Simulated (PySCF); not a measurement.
**C$_{6}$H$_{15}$NSi (SMILES C=C[C@H](C)[SiH2]NCC): density, localisation and related maps**

Input file:

```
{"job": {"kind": "nmr", "xc": "PBE0", "basis": "pcSseg-1"}, "charge": 0, "multiplicity": 1}
C     -2.525227    -1.424960    -1.631943
C     -1.745489    -0.389533    -1.372015
C     -1.787154     0.433203    -0.133471
C     -1.561860     1.908470    -0.450738
Si    -0.501175    -0.229283     1.120622
N      1.006647    -0.268853     0.309480
C      2.245688    -0.650811     0.945313
C      3.433393     0.053366     0.299169
H     -3.290639    -1.742144    -0.942499
H     -2.435436    -1.997398    -2.540113
H     -0.990369    -0.094910    -2.091687
H     -2.769373     0.319696     0.332028
H     -1.631284     2.508901     0.453138
H     -0.576957     2.061554    -0.886552
H     -2.309141     2.267849    -1.158296
H     -0.347942     0.699369     2.245995
H     -0.984452    -1.525421     1.629138
H      1.020796    -0.473520    -0.678973
H      2.172222    -0.372502     1.997785
H      2.396906    -1.738919     0.900130
H      4.354183    -0.210107     0.812988
H      3.298408     1.130631     0.348144
H      3.523504    -0.237694    -0.745538
```

Command:

```sh
OMP_NUM_THREADS=1 python probes_run.py task.json out
```

Geometry: GFN2-xTB.

Level of theory: PySCF, PBE0/pcSseg-1, SCF density, gas phase, non-relativistic.

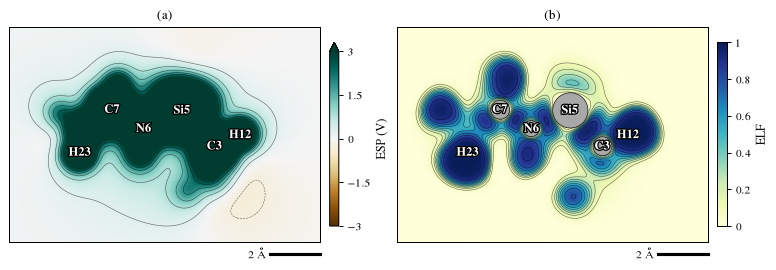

Figure 1. (a) molecular electrostatic potential; (b) ELF on the plane of atoms Si5, N6 and C7. Grey discs cover the atomic cores in the ELF map.

Question: What does the map show?

Answer:
- Atoms in the plane: C, Si, N and H.
- C–N (1.44 Å): the ELF peaks at about 0.95 between the atoms, as expected for localised, covalent bonding.
- Si–N (1.71 Å): the ELF peaks at about 0.90 between the atoms; a polar covalent bond.
- C–Si (1.91 Å): the ELF peaks at about 0.95 between the atoms; a covalent bond.
- C–H (1.09 Å): the ELF climbs to about 1 towards the hydrogen, as it does in any bond to H: an ordinary covalent bond to hydrogen.
- Outside the dense part of the molecule the potential is most negative (−0.3 V) near H15, which lies off the plane.

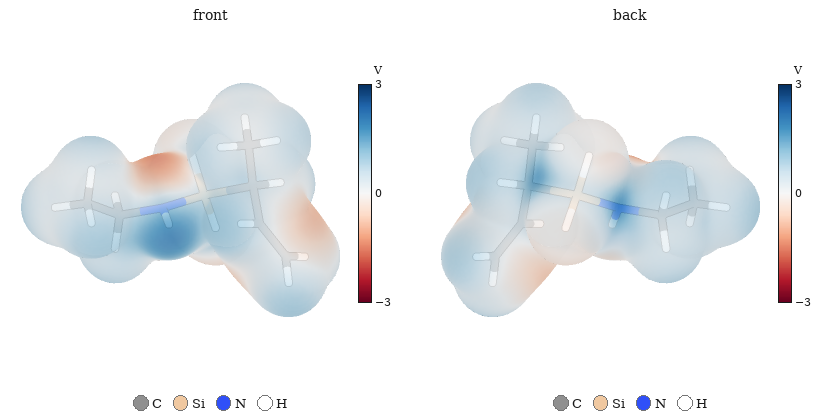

Figure 2. The molecular electrostatic potential painted on the density surface at 0.004 e/bohr³, seen from the front and from behind; the colour scale runs from red (negative) to blue (positive).

Question: Describe the electrostatic potential map.

Answer: The most negative region (about −1.3 V) lies over N6, the most positive (about +1.9 V) over H18. N6 is the likeliest acceptor of a hydrogen bond.

Question: What dipole moment does the calculation give?

Answer: Its dipole moment is 0.85 D.
